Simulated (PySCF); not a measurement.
Vertical excitations of a molecule C4H10BN from TDDFT-M06-2X/def2-SVPD in PySCF, as energy in eV (oscillator strength): 6.61 (0.001), 7.42 (0.032), 7.62 (0.062), 7.66 (0.102), 7.75 (0.005), 7.80 (0.008), 8.44 (0.041), 8.64 (0.077), 8.77 (0.023), 8.89 (0.009). Lowest triplet (TDA): 6.02 eV. Coordinates come from a PBE0-D3(BJ)/def2-SVP optimisation. The values are those of a single conformer.

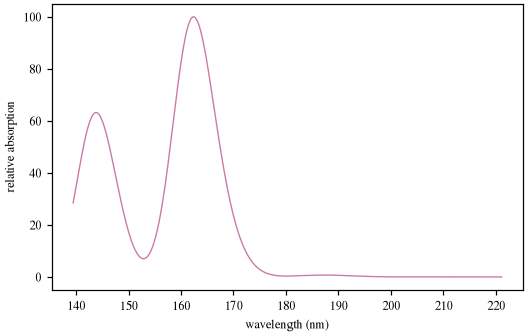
The lines broadened by 0.4 eV.

Identify the compound among the candidates.
A) CB1CCCN1
B) C=CCB(C)N
C) C=C(C)B(C)N
D) C[C@H]1CCB1N

A, CB1CCCN1
